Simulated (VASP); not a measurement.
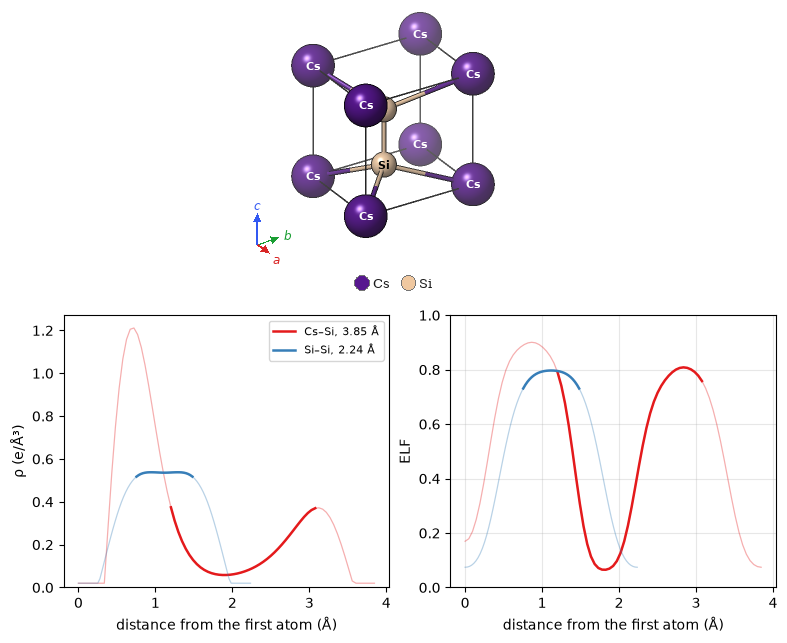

The picture shows: CsSi2. Valence pseudo-density and ELF along straight lines between neighbouring atoms. Thin, pale parts lie inside the atomic spheres. The structure is drawn too.

Space group P-6m2; a generated structure, not necessarily the stable one; changed on purpose from its base cell (strain = 0.0).

Theory: Kohn-Sham DFT of a periodic cell, PBE, VASP PAW PBE potentials, recommended (VASP 6.6.1).

Core electrons are frozen (PAW), and the valence fields are smoothed inside the atomic spheres.

```
Cs Si
1.0
     6.37157    0.00000    0.00000
    -3.18578    5.51794    0.00000
     0.00000    0.00000    4.47866
Cs Si
1 2
Cartesian
  0.0000 0.0000 0.0000
  3.1858 1.8393 1.1214
  3.1858 1.8393 3.3572
```

What can be read from the curves?

Answer. Cs–Si (3.85 Å): ρ is about 0.06 e/Å³ halfway; the ELF peaks at about 0.80 in the valence shell of Si, 1.0 Å from its nucleus, and drops to about 0.05 between the two atoms.
Si–Si (2.24 Å): the density is about 0.54 e/Å³ at the midpoint; the ELF peaks at about 0.80 between the atoms.
